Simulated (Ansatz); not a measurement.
**Sn3C: from a guess to a relaxed structure**

Aim: relax a trial structure of Sn3C and see where it ends.

Program: Ansatz 0.2.0. Level of theory: DFT PBE, scalar-relativistic, plane waves, PAW. These are calculated values, not measurements.

### 1 The starting structure

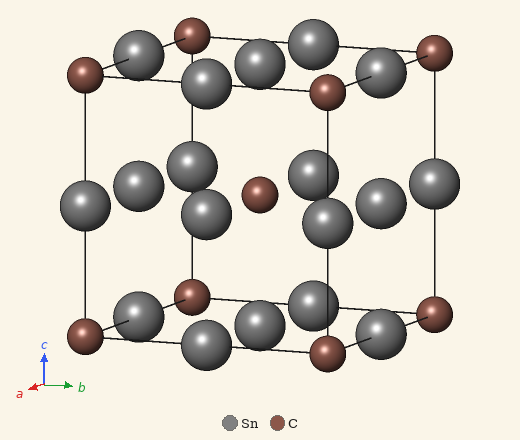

The starting structure, seen slightly off an axis (tin grey, carbon brown). Atoms on the faces are drawn again on the opposite ones. The cell drawn here is the conventional one.

As a file:

```
CELL_PARAMETERS angstrom
-3.00518 3.00518 3.00518
3.00518 -3.00518 3.00518
3.00518 3.00518 -3.00518
ATOMIC_POSITIONS crystal
Sn 0.00000 0.50000 0.50000
Sn 0.50000 0.00000 0.50000
Sn 0.50000 0.50000 0.00000
C 0.00000 0.00000 0.00000
```

The cell is invented: random cell by space group and Wyckoff sites (Im-3m, No. 229). Its size is a rough estimate.

### 2 The guess as it stands, on a coarse mesh

File input.yaml:

```yaml
crystal:
  lattice:
    - [-3.00518343, 3.00518343, 3.00518343]
    - [3.00518343, -3.00518343, 3.00518343]
    - [3.00518343, 3.00518343, -3.00518343]
  atoms:
    - { symbol: Sn, position: [0.0, 0.5, 0.5] }
    - { symbol: Sn, position: [0.5, 0.0, 0.5] }
    - { symbol: Sn, position: [0.5, 0.5, 0.0] }
    - { symbol: C, position: [0.0, 0.0, 0.0] }
basis:
  ecutwfc: 420
kpoints:
  mp_grid: { grid: [4, 4, 4] }
hamiltonian:
  xc: pbe
scf:
  occupations: { method: gaussian, width: 0.1 }
  lower_state_search: "off"
output:
  forces: true
  stress: true
  eigenvalues: true
```

Launch:

```bash
$ ansatz run input.yaml --threads 1 --pin off --max-ram 2560MiB --backend cpu --events-out ev --progress --plain --runs-dir out
```

Standard output, cut to the lines that bear on the results:

```text
[...]
SCF converged after 7 iterations
Free energy (F): -18317.905694 eV
[...]
E sigma→0 (E₀):  -18317.885002 eV
Entropy (-TS):   -0.041383 eV (-10.346 meV/atom)
Fermi energy:    7.585512 eV
[...]
--- Forces (eV/Å), atoms counted from 1 ---
  atom   1  Sn    -0.00000000    -0.00000000     0.00000000
  atom   2  Sn     0.00000000    -0.00000000    -0.00000000
  atom   3  Sn     0.00000000    -0.00000000     0.00000000
  atom   4  C     -0.00000000     0.00000000     0.00000000
[...]
--- Stress (GPa, compression-positive) ---
       -5.940290       0.000000      -0.000000
       -0.000000      -5.940290      -0.000000
       -0.000000       0.000000      -5.940290
  P = ⅓ Tr σ = -5.9403 GPa (-59.403 kbar)
--- Band table (eV; the first three rows and the last of 8) ---
[...]
```

Wall time 2 s (1 thread of AMD EPYC 7R43 (Zen 3), shared host); peak memory 0.39 GiB.

From the probe: pressure -5.9 GPa, largest force 0.00 eV/Å, gap on this mesh none (metal). A cheap, loose relaxation comes first.

### 3 Coarse relaxation

input.yaml: that of step 2 with these lines changed.

```diff
@@ -23 +23,6 @@
   eigenvalues: true
+relax:
+  adjacent_minimum: "off"
+  f_tol: 0.04
+  max_steps: 70
+  cell: { stress_tol: 0.4 }
```

Launch:

```bash
$ ansatz run input.yaml --threads 1 --pin off --max-ram 2560MiB --backend cpu --events-out ev --progress --plain --runs-dir out
```

Standard output, cut to the lines that bear on the results:

```text
Warning: RAYON_NUM_THREADS=1 ignored (pool sized by the plan → 1); use --threads N
[...]
Pseudopotentials: kind: paw
Pseudopotential: Sn, paw, valence charge 14, recommended cutoff 420 eV (normal), Sn.paw.azcp
Pseudopotential: C, paw, valence charge 4, recommended cutoff 420 eV (normal), C.paw.azcp
Functional definition: PBE
[...]
Crystal: 4 atoms, lattice volume = 108.561 Å³
Basis set: ecut = 420 eV, 2123 PW (Γ), exchange–correlation on 72×72×72 points (8 copies of the dense FFT grid, shifted against one another)
Bands: 28, of which v1, the nominal top of the filled ones, is band 23 counted from 1 (22 counted from 0)
Symmetry: 48 space group operations
Space group: Im-3m (ITA 229), of the structure as read, at distance tolerance 4.8e-5 Å
k-points: 8 of 64
[...]
SCF iter   1: F=—  HF=-18317.938941 eV  |F-HF|=—  |Δ(HF+E_count)|=         —  Δρ=9.08e-3  dr2=2.73e-1  ethr=1.77e-3  ⟨swp⟩=6.5  Hψ=987  notcnv=0
[...]
  atom   4  C     -0.00000000     0.00000000     0.00000000
[...]
--- Stress (GPa, compression-positive) ---
        0.212082       0.000000      -0.000000
        0.000000       0.212082       0.000000
        0.000000       0.000000       0.212082
  P = ⅓ Tr σ = 0.2121 GPa (2.121 kbar)
--- Band table (eV; the first three rows and the last of 8) ---
[...]
--- Relaxed structure (3 steps of the walk, 3 accepted, 1 SCFs on fresh bases) ---
  F+E_penalty+E_count = -18318.25911357 eV   max|allowed force component| = 2.260e-29 eV/Å   (the final SCF, on the basis selected at the relaxed cell)
  cell:  # Å, volume = 91.8765 Å³
    - [-2.842594311504723, 2.842594311504723, 2.842594311504723]
    - [2.842594311504723, -2.842594311504723, 2.842594311504723]
    - [2.842594311504723, 2.842594311504723, -2.842594311504723]
  atoms:
    - { symbol: Sn, position: [1.746027844235323e-34, 0.5, 0.5] }
    - { symbol: Sn, position: [0.5, 8.46594502278594e-35, 0.5] }
    - { symbol: Sn, position: [0.5, 0.5, 1.1245426232553067e-34] }
    - { symbol: C, position: [1.8358236521377184e-35, -3.5882007749961833e-35, -2.52008519554955e-35] }
```

It took 9.4 s on 1 thread of AMD EPYC 7R43 (Zen 3), shared host; peak memory 0.41 GiB.

Relaxation path:

| step | energy from step 1 (eV/cell) | largest force component (eV/Å) | pressure (GPa) | volume (Å³) |
| --- | --- | --- | --- | --- |
| 1 | 0.0000 | 0.0000 | -5.94 | 108.56 |
| 2 | -0.3559 | 0.0000 | -0.65 | 93.45 |
| 3 | -0.3586 | 0.0000 | 0.25 | 91.88 |
| 4 | -0.3534 | 0.0000 | 0.21 | 91.88 |

Step 1 is the start. Step 4 repeats the geometry before it on a plane-wave basis chosen anew for that cell, so its energy need not be comparable with the rows above.

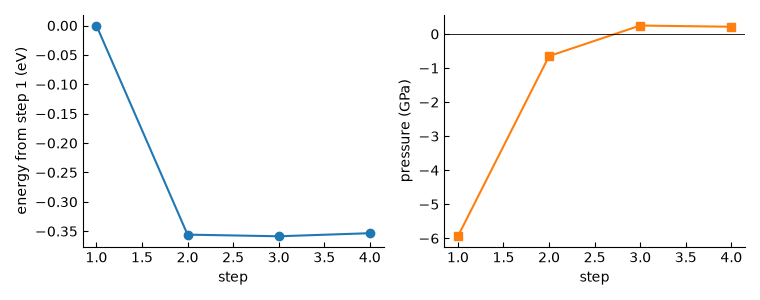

Energy and pressure along the relaxation.

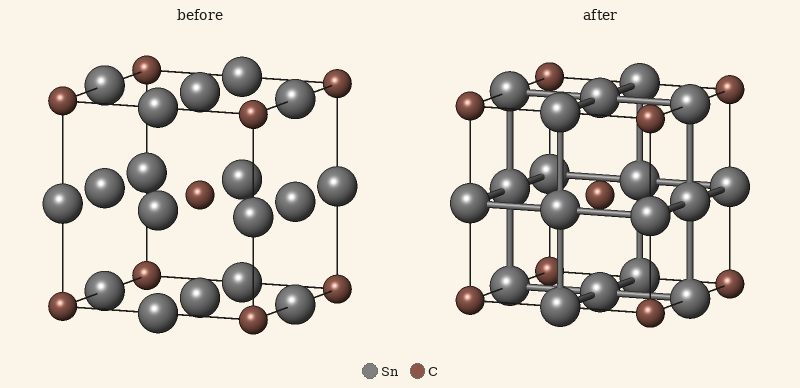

The structure before (left) and after (right) the relaxation, drawn at the same scale.

Lengths and angles in the start's conventional setting:

|  | before | after | change |
| --- | --- | --- | --- |
| a (Å) | 6.010 | 5.685 | -5.4 % |
| b (Å) | 6.010 | 5.685 | -5.4 % |
| c (Å) | 6.010 | 5.685 | -5.4 % |
| volume (Å³/atom) | 27.14 | 22.97 | -15.4 % |
| shortest distance (Å) | 3.005 | 2.843 | -5.4 % |
| space group (0.01 Å) | Im-3m | Im-3m | same |

The run keeps the 48 symmetry operations of the start, so it could not have lowered the symmetry.

### 4 Relaxation on the finer mesh

The end of the coarse run is made exact in the group found at a tolerance of 0.06 Å and reduced to its primitive cell.

File input.yaml:

```yaml
crystal:
  lattice:
    - [-2.8425943115, 2.8425943115, 2.8425943115]
    - [2.8425943115, -2.8425943115, 2.8425943115]
    - [2.8425943115, 2.8425943115, -2.8425943115]
  atoms:
    - { symbol: Sn, position: [0.0, 0.5, 0.5] }
    - { symbol: Sn, position: [0.5, 0.0, 0.5] }
    - { symbol: Sn, position: [0.5, 0.5, 0.0] }
    - { symbol: C, position: [0.0, 0.0, 0.0] }
basis:
  ecutwfc: 420
kpoints:
  mp_grid: { grid: [12, 12, 12] }
hamiltonian:
  xc: pbe
scf:
  occupations: { method: gaussian, width: 0.1 }
output:
  forces: true
  stress: true
  eigenvalues: true
  write_density: true
  write_potential: true
  elf: true
  volumetric_format: npy
relax:
  adjacent_minimum: "off"
  f_tol: 0.01
  max_steps: 80
  cell: { stress_tol: 0.05 }
```

Launch:

```bash
$ ansatz run input.yaml --threads 1 --pin off --max-ram 2560MiB --backend cpu --events-out ev --progress --plain --runs-dir out
```

Standard output, cut to the lines that bear on the results:

```text
Warning: RAYON_NUM_THREADS=1 ignored (pool sized by the plan → 1); use --threads N
[...]
[... 4 set-up lines as earlier in the session ...]
[...]
Crystal: 4 atoms, lattice volume = 91.877 Å³
Basis set: ecut = 420 eV, 1865 PW (Γ), exchange–correlation on 72×72×72 points (8 copies of the dense FFT grid, shifted against one another)
Bands: 28, of which v1, the nominal top of the filled ones, is band 23 counted from 1 (22 counted from 0)
[... 1 set-up line as earlier in the session ...]
Space group: Im-3m (ITA 229), of the structure as read, at distance tolerance 4.5e-5 Å
k-points: 72 of 1728
[...]
SCF iter   1: F=—  HF=-18318.529012 eV  |F-HF|=—  |Δ(HF+E_count)|=         —  Δρ=1.68e-3  dr2=5.35e-3  ethr=1.77e-3  ⟨swp⟩=6.4  Hψ=9326  notcnv=0
[...]
       -0.002309      -0.000000      -0.000000
        0.000000      -0.002309       0.000000
       -0.000000       0.000000      -0.002309
  P = ⅓ Tr σ = -0.0023 GPa (-0.023 kbar)
--- Band table (eV; the first three rows and the last of 72) ---
[...]
--- Relaxed structure (3 steps of the walk, 2 accepted, 1 SCFs on fresh bases) ---
  F+E_penalty+E_count = -18318.52834885 eV   max|allowed force component| = 1.016e-28 eV/Å   (the final SCF, on the basis selected at the relaxed cell)
  cell:  # Å, volume = 91.6212 Å³
    - [-2.8399582217643218, 2.8399582217643218, 2.8399582217643218]
    - [2.8399582217643218, -2.8399582217643218, 2.8399582217643218]
    - [2.8399582217643218, 2.8399582217643218, -2.8399582217643218]
  atoms:
    - { symbol: Sn, position: [-1.8356699157925885e-35, 0.49999999999999994, 0.49999999999999994] }
    - { symbol: Sn, position: [0.49999999999999994, -1.8022940991172335e-35, 0.49999999999999994] }
    - { symbol: Sn, position: [0.49999999999999994, 0.49999999999999994, -3.5600871093508e-35] }
    - { symbol: C, position: [-3.0649819365349594e-47, -8.599601150728196e-46, -9.371463093907944e-46] }
```

It took 52 s on 1 thread of AMD EPYC 7R43 (Zen 3), shared host; peak memory 0.52 GiB.

Relaxation path:

```
step  energy from step 1 (eV/cell)  largest force component (eV/Å)  pressure (GPa)  volume (Å³)
   1                        0.0000                          0.0000           -0.16        91.88
   2                       -0.0003                          0.0000            0.18        91.33
   3                       -0.0003                          0.0000            0.00        91.62
   4                       -0.0001                          0.0000            0.00        91.62
```

Step 1 is the start. Step 4 repeats the geometry before it on a plane-wave basis chosen anew for that cell, so its energy need not be comparable with the rows above. Step 2 was tried and not accepted.

Lengths and angles in the start's conventional setting:

|  | before | after | change |
| --- | --- | --- | --- |
| a (Å) | 5.685 | 5.680 | -0.1 % |
| b (Å) | 5.685 | 5.680 | -0.1 % |
| c (Å) | 5.685 | 5.680 | -0.1 % |
| volume (Å³/atom) | 22.97 | 22.91 | -0.3 % |
| shortest distance (Å) | 2.843 | 2.840 | -0.1 % |
| space group (0.01 Å) | Im-3m | Im-3m | same |

The run keeps the 48 symmetry operations of the start, so it could not have lowered the symmetry.

Axes a, b and c in the maps are those of this run's conventional cell (a, b, c = 5.680, 5.680, 5.680 Å).

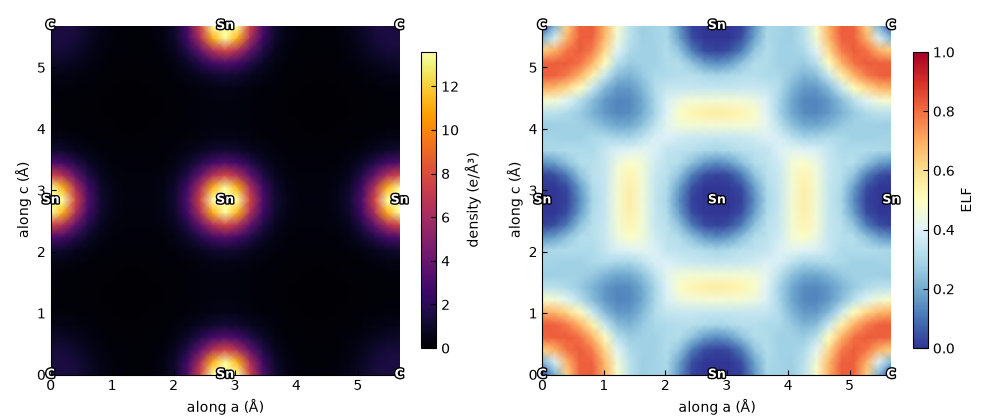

Density (left) and ELF (right) in a lattice plane of the grid's cell (edges 5.68 and 5.68 Å, at 0.000 of the third edge), which holds Sn and C. Only atoms in the plane are labelled; the density scale stops at 13.57 e/Å³. Both are smooth fields of the valence electrons: close to the nuclei they are not physical.

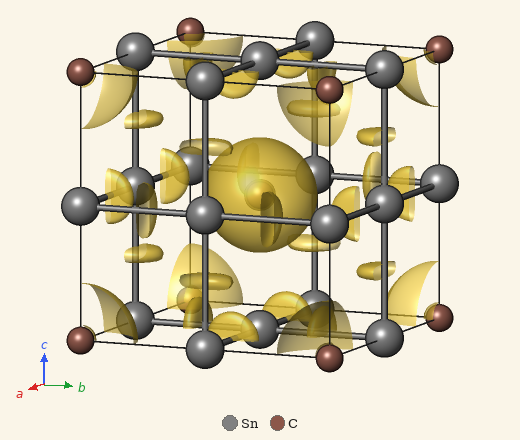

Surface of ELF = 0.49, drawn in one cell.

The highest ELF values outside the cores: 0.83 in the shell around C, 0.7 Å from C; 0.55 on the Sn–Sn line, 1.4 Å from Sn.

### 5 Changing settings: occupations.method methfessel_paxton, occupations.width 0.001

input.yaml: that of step 4 with these lines changed.

```diff
@@ -17,11 +17,7 @@
 scf:
-  occupations: { method: gaussian, width: 0.1 }
+  occupations: { method: methfessel_paxton, width: 0.001 }
 output:
   forces: true
+  eigenvalues: true
   stress: true
-  eigenvalues: true
-  write_density: true
-  write_potential: true
-  elf: true
-  volumetric_format: npy
 relax:
```

Launch:

```bash
$ ansatz run input.yaml --threads 1 --pin off --max-ram 2560MiB --backend cpu --events-out ev --progress --plain --runs-dir out
```

Standard output, cut to the lines that bear on the results:

```text
Warning: RAYON_NUM_THREADS=1 ignored (pool sized by the plan → 1); use --threads N
[...]
[... 4 set-up lines as earlier in the session ...]
[...]
Crystal: 4 atoms, lattice volume = 91.877 Å³
Basis set: ecut = 420 eV, 1865 PW (Γ), exchange–correlation on 72×72×72 points (8 copies of the dense FFT grid, shifted against one another)
Bands: 28, of which v1, the nominal top of the filled ones, is band 23 counted from 1 (22 counted from 0)
[... 2 set-up lines as earlier in the session ...]
k-points: 72 of 1728
[...]
SCF iter   1: F=—  HF=-18318.520240 eV  |F-HF|=—  |Δ(HF+E_count)|=         —  Δρ=1.44e-3  dr2=2.59e-3  ethr=1.77e-3  ⟨swp⟩=7.4  Hψ=9718  notcnv=0
[...]
  atom   4  C     -0.00000000     0.00000000    -0.00000000
[...]
--- Stress (GPa, compression-positive) ---
       -0.006532       0.000000      -0.000000
        0.000000      -0.006532       0.000000
        0.000000       0.000000      -0.006532
  P = ⅓ Tr σ = -0.0065 GPa (-0.065 kbar)
--- Band table (eV; the first three rows and the last of 72) ---
[...]
--- Relaxed structure (3 steps of the walk, 2 accepted, 1 SCFs on fresh bases) ---
  F+E_penalty+E_count = -18318.52039888 eV   max|allowed force component| = 2.308e-29 eV/Å   (the final SCF, on the basis selected at the relaxed cell)
  cell:  # Å, volume = 91.3921 Å³
    - [-2.83758933369927, 2.83758933369927, 2.83758933369927]
    - [2.83758933369927, -2.83758933369927, 2.83758933369927]
    - [2.83758933369927, 2.83758933369927, -2.83758933369927]
  atoms:
    - { symbol: Sn, position: [-8.462265495588474e-36, 0.5, 0.5] }
    - { symbol: Sn, position: [0.5, 2.7613708459342006e-35, 0.5] }
    - { symbol: Sn, position: [0.5, 0.5, -1.4252236624022388e-35] }
    - { symbol: C, position: [-6.162057924761386e-47, -8.498504887900079e-46, -9.012009714963527e-46] }
```

Wall time 43 s (1 thread of AMD EPYC 7R43 (Zen 3), shared host); peak memory 0.52 GiB.

| run | ending | energy change | pressure (GPa) | gap (eV) | force (eV/Å) | cycles | time |
| --- | --- | --- | --- | --- | --- | --- | --- |
| step 4 | converged | 0 | 0.0 | 0.00 | 0.00 | - | 52 s |
| variant | converged | -0.1 meV/atom (σ→0) | 0.0 | 0.00 | 0.00 | 21 | 43 s |

Changing the smearing moves the energy by -0.1 meV/atom (σ→0 values), and the final volume goes from 91.62 to 91.39 Å³.

### 6 Results

```
                              quantity                                                                      value
symmetry at the end (tolerance 0.05 Å)                                                space group Im-3m (No. 229)
                     conventional cell  a = 5.680 Å, b = 5.680 Å, c = 5.680 Å, α = 90.00°, β = 90.00°, γ = 90.00°
                                volume                                                              22.91 Å³/atom
     energy over the elements, grey Sn                                                              +1.27 eV/atom
                       gap on the mesh                                                               none (metal)
```

The space group Im-3m (No. 229) is kept, and the volume per atom shrinks by 15.6 % from the first guess. The formation energy is positive, so the separate elements lie lower. No finished test with a distortion of lower symmetry is shown, so the end may be a saddle point.
